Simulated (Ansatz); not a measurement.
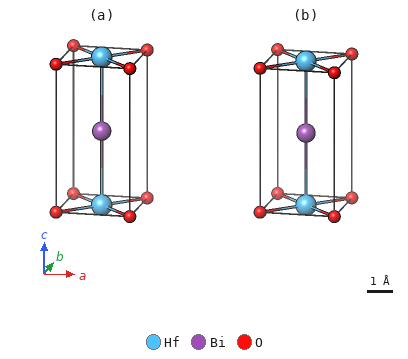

The structure of solid HfBiO (a generated structure, set up in P4/mmm) before (left) and after (right) a relaxation, at one scale.

The picture is a ball-and-stick view of the cell of the calculation, seen slightly off an axis.

Computed with DFT PBE, scalar-relativistic, plane waves, PAW (Ansatz 0.2.0). Set-up: plane-wave cutoff 420 eV; k-point mesh 14 × 14 × 8; occupations gaussian; smearing width 0.1 eV; no spin polarisation; cell and atoms relaxed; force threshold 0.01 eV/Å; at most 80 steps.

Summarise the run.

Over 4 accepted moves (6 points after the start) the energy falls by 8.8 meV per atom. All forces vanish by symmetry, so only the cell relaxes. Pressure: 0.04 GPa at the start and 0.00 GPa at the end. At 2 points the geometry stayed and the basis and grid were re-selected for the new cell (energy shift of 0.2 meV per atom at most each time). The atoms keep their places relative to the cell (all moves are under 0.005 Å). The drawn cell changes as follows: a = b 3.106 → 3.128 Å (+0.7 %), c 6.269 → 6.097 Å (−2.8 %); the volume changes by −1.4 %. Some distances before and after: Bi–Hf 3.135 → 3.048 Å, Hf–Hf 3.106 → 3.128 Å, Bi–Bi 3.106 → 3.128 Å, Hf–O 2.196 → 2.211 Å. The space group stays P4/mmm (No. 123). Cost: 4.4 min on 1 thread of Intel(R) Xeon(R) Processor @ 2.50GHz (Skylake/Cascade Lake) (shared host), peak memory 0.58 GiB.
